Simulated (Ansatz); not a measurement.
# B2PLYP/STO-3G run of H2O3 (SMILES OOO)

Aim: the energy change on altering one bond length of H2O3 at B2PLYP/STO-3G, from 2 runs. 

Program for the calculation: Ansatz 0.2.0.

29 further runs of the same task are left out: 1 that didn't finish, 28 set aside as unsound or not needed.

### 1 The system as given

H2O3 has 5 atoms, charge 0, and is taken as a singlet. SMILES: `OOO`. The shape is that of a GFN2-xTB optimisation. This is a higher conformer, about 11 kJ/mol above the lowest found by a separate search.

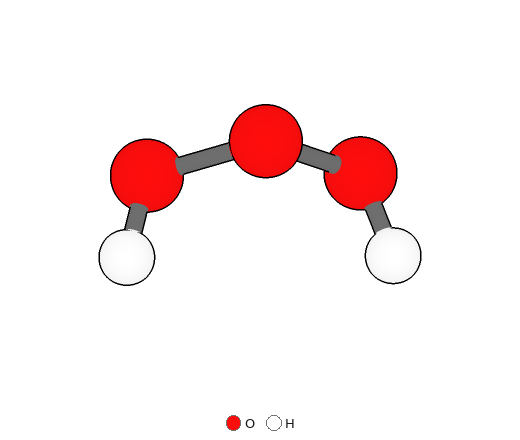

The structure, seen from a chosen angle (oxygen red, hydrogen white).

### 2 A single-point energy at B2PLYP/STO-3G

The input, job.yaml:

```yaml
crystal:
  periodic: [false, false, false]
  atoms:
    - {symbol: O, position_ang: [-0.984020, -0.692710, -0.137760]}
    - {symbol: O, position_ang: [-0.127030, -0.049090, 0.747210]}
    - {symbol: O, position_ang: [1.176430, -0.056790, 0.262120]}
    - {symbol: H, position_ang: [-1.378730, -0.001520, -0.695970]}
    - {symbol: H, position_ang: [1.313340, 0.800110, -0.175600]}
basis:
  gaussian:
    orbitals: STO-3G
total_charge: 0
hamiltonian:
  xc: {name: B2PLYP}
correlation:
  frozen_orbitals: {H: 0, O: 1}
accuracy: high
```

Command:

```console
$ ansatz run job.yaml --threads 1 --pin off --max-ram 2610MiB --events-out events.jsonl --progress --plain --runs-dir runs
```

Log:

```text
Warning: RAYON_NUM_THREADS=1 ignored (pool sized by the plan → 1); use --threads N
Functional definition: B2PLYP
  name "B2PLYP"
  parameter a = 0.53
  parameter c = 0.27
  exchange = (1 - a)*b88_x + a*exact_x
  correlation = (1 - c)*lyp_c + c*(mp2_os + mp2_ss)
297 factors; integrals over basis functions are off by at most 2.6e-8 eV
mean field evaluation 1: about -6074.1517 eV, gradient 1.4e1 eV
mean field evaluation 2: about -6074.2384 eV, gradient 1.4e1 eV
mean field evaluation 4: about -6074.9628 eV, gradient 1.6e0 eV
mean field evaluation 8: about -6074.9697 eV, gradient 5.2e-3 eV
mean field evaluation 16: about -6074.9697 eV, gradient 1.3e-7 eV
mean field -6074.96972490 eV, -223.2510196278 hartree, gradient 2.7e-8 eV, S^2 0.000000; 0 other end points of the search recorded, 0 dependent functions left out
3 core orbitals not correlated: weight in the atoms' cores, before any rotation towards them, 1.000 or more for the frozen orbitals, at most 0.000 for the correlated occupied ones
reference -6074.96973931 eV, -223.2510201572 hartree; 10, 10 occupied and 4, 4 virtual orbitals, 297 factors
second order -4.21904994 eV of doubles, -0.00000000 eV of singles
Total energy: -6076.10888279 eV, -223.2928829082 hartree
```

It took 2.5 s on 1 thread of Intel Xeon Platinum 8259CL at 2.50GHz (Skylake/Cascade Lake), shared host; peak memory 0.11 GiB.

### 3 The distorted shape

The input, in.yaml:

```yaml
crystal:
  periodic: [false, false, false]
  atoms:
    - symbol: O
      position_ang: [-0.885354, -0.865488, 0.001777]
    - symbol: O
      position_ang: [-0.028364, -0.221868, 0.886747]
    - symbol: O
      position_ang: [1.275096, -0.229568, 0.401657]
    - symbol: H
      position_ang: [-1.378730, -0.001520, -0.695970]
    - symbol: H
      position_ang: [1.412006, 0.627332, -0.036063]
basis:
  gaussian:
    orbitals: STO-3G
hamiltonian:
  xc: {name: B2PLYP}
correlation:
  frozen_orbitals: {H: 0, O: 1}
accuracy: high
```

Command:

```console
$ ansatz run in.yaml --threads 1 --pin off --max-ram 2610MiB --events-out events.jsonl --progress --plain --runs-dir runs
```

Log, cut to the lines that bear on the results:

```text
Warning: RAYON_NUM_THREADS=1 ignored (pool sized by the plan → 1); use --threads N
Functional definition: B2PLYP
  name "B2PLYP"
[...]
296 factors; integrals over basis functions are off by at most 3.6e-8 eV
[...]
mean field -6074.43179024 eV, -223.2312508937 hartree, gradient 2.9e-8 eV, S^2 0.000000; 0 other end points of the search recorded, 0 dependent functions left out
3 core orbitals not correlated: weight in the atoms' cores, before any rotation towards them, 1.000 or more for the frozen orbitals, at most 0.000 for the correlated occupied ones
reference -6074.43180464 eV, -223.2312514227 hartree; 10, 10 occupied and 4, 4 virtual orbitals, 296 factors
second order -4.83610942 eV of doubles, -0.00000000 eV of singles
Total energy: -6075.73755418 eV, -223.2792368333 hartree
```

Wall time 1.8 s (1 thread of Intel Xeon Platinum 8259CL at 2.50GHz (Skylake/Cascade Lake), shared host); peak memory 0.11 GiB.

### 4 Summary of results

Level: B2PLYP/STO-3G, 3 core orbitals frozen.

```
                                                         quantity          value
                                        first shape: total energy  -223.29288 Eh
                                    distorted shape: total energy  -223.27924 Eh
energy change with the O1–H4 bond stretched from 0.972 to 1.215 Å       0.371 eV
```

In words: With the O1–H4 bond stretched from 0.972 to 1.215 Å the energy rises by 0.37 eV (8.6 kcal/mol). The first shape isn't relaxed at this level, so the change isn't measured from a minimum. The minimal basis adds a large error of its own.
